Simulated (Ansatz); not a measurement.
CH₇AlB₂

Input file:

```
crystal:
  periodic: [false, false, false]
  atoms:
    - { symbol: B, position_ang: [-1.4373, 0.9919, -0.3855] }
    - { symbol: C, position_ang: [-1.0363, 0.0873, 0.7915] }
    - { symbol: Al, position_ang: [0.9038, -0.1979, 0.6946] }
    - { symbol: B, position_ang: [1.8504, -1.0544, -0.9704] }
    - { symbol: H, position_ang: [-1.3257, 0.6917, -1.5363] }
    - { symbol: H, position_ang: [-2.0004, 2.0905, -0.167] }
    - { symbol: H, position_ang: [-1.5265, -0.8835, 0.7111] }
    - { symbol: H, position_ang: [-1.2516, 0.5789, 1.7564] }
    - { symbol: H, position_ang: [1.8659, 0.2564, 1.9754] }
    - { symbol: H, position_ang: [2.9457, -1.2358, -0.9982] }
    - { symbol: H, position_ang: [1.0773, -1.382, -1.851] }
basis:
  gaussian: { orbitals: "6-31G" }
hamiltonian:
  xc: pbe
  dispersion: d4
relax:
  f_tol: 0.02
  max_steps: 50
output:
  orbitals: {}
```

Run with:

```sh
ansatz run input.yaml --threads 1 --pin off --max-ram 2048MiB --backend cpu --events-out ev --progress --plain --runs-dir out
```

The fields are those of the relaxed geometry.

Theory: RKS PBE-D4/6-31G in Ansatz 0.2.0.

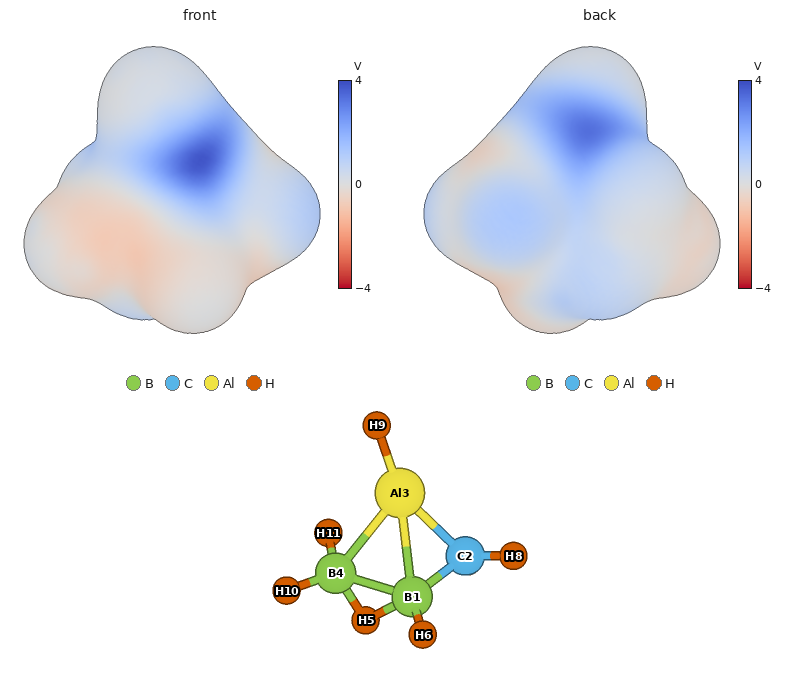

Figure 1. The molecular electrostatic potential painted on the density surface at 0.004 e/bohr³, seen from the front and from behind; red is negative and blue positive. The bare structure is drawn below in the same view.

Q: Where is the surface potential most negative and most positive?

A: The most negative region (about −0.8 V) lies over H10, the most positive (about +3.6 V) over Al3.

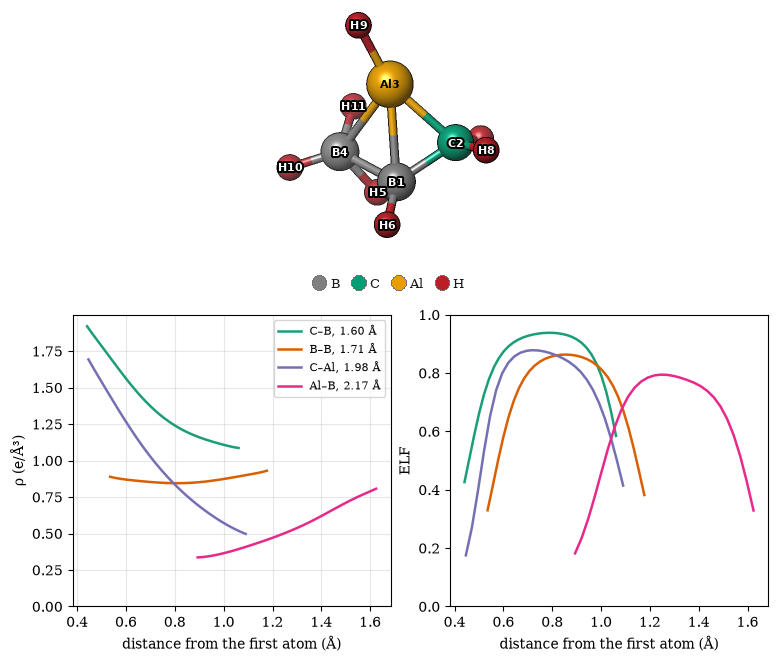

Figure 2. Total electron density and ELF along straight lines between neighbouring atoms. The curves leave out the atomic cores. The structure is drawn too.

Q: Compare the contacts.

A: C–B (1.60 Å): ρ at the midpoint is about 1.2 e/Å³; the ELF peaks at about 0.95 between the atoms (a shared electron pair).
B–B (1.71 Å): the density is about 0.85 e/Å³ at the midpoint; the ELF peaks at about 0.85 between the atoms; localised, covalent bonding.
C–Al (1.98 Å): the density is about 0.58 e/Å³ at the midpoint; the ELF peaks at about 0.90 in the valence shell of C, 0.7 Å from its nucleus, and is about 0.70 at the midpoint.
Al–B (2.17 Å): the density is about 0.4 e/Å³ at the midpoint; the ELF peaks at about 0.80 in the valence shell of B, 0.9 Å from its nucleus, and is about 0.65 at the midpoint.

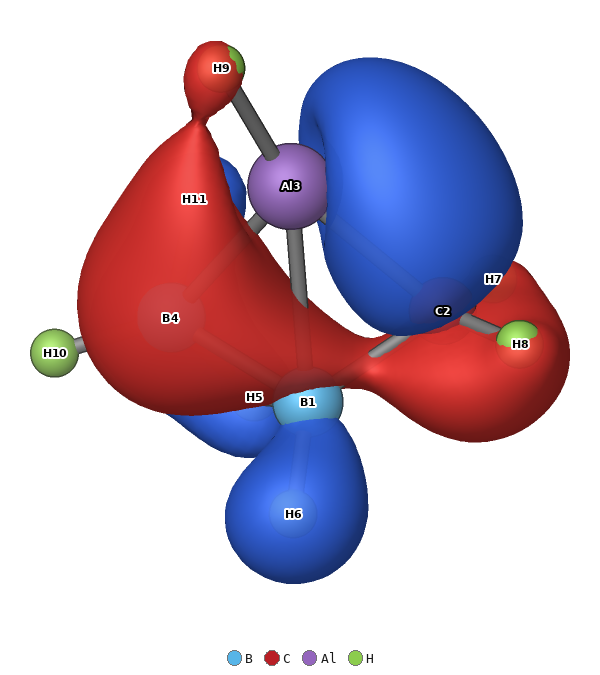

Figure 3. The HOMO at ±0.1 Å⁻³ᐟ² (blue and red are the two phases), seen at an oblique angle.

Q: Where does this orbital lie, and at what energy?

A: Its weight (Hirshfeld) is mainly on C2 (about 30 %), Al3 (about 25 %), B4 (about 15 %) and B1 (about 10 %). Its energy is −5.80 eV.
